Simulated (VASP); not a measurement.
Band structure of SnGe. Calculation: PBE GGA, VASP's PBE PAW potentials (set 64) (plane waves; VASP).

The cell holds a wide vacuum, so values per volume refer to the whole cell. Unless said otherwise, spin-orbit coupling is left out, though it shifts the bands of the heavy elements here.

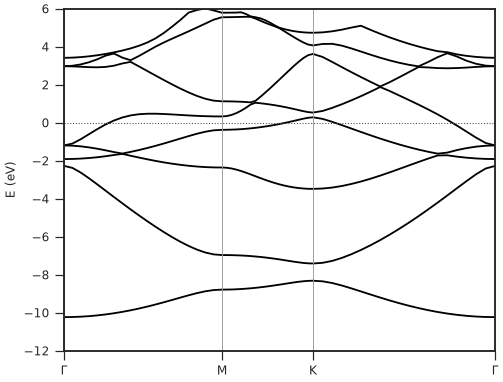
Fig. 1. Bands along high-symmetry lines, zero at the valence-band maximum or, without a gap, the Fermi level

Task: Read the plot: is there a gap, and where are the band edges?

Result: It has no gap at this level: it comes out as a metal or semimetal.

The cell is a sheet with vacuum, built from a generated structure.
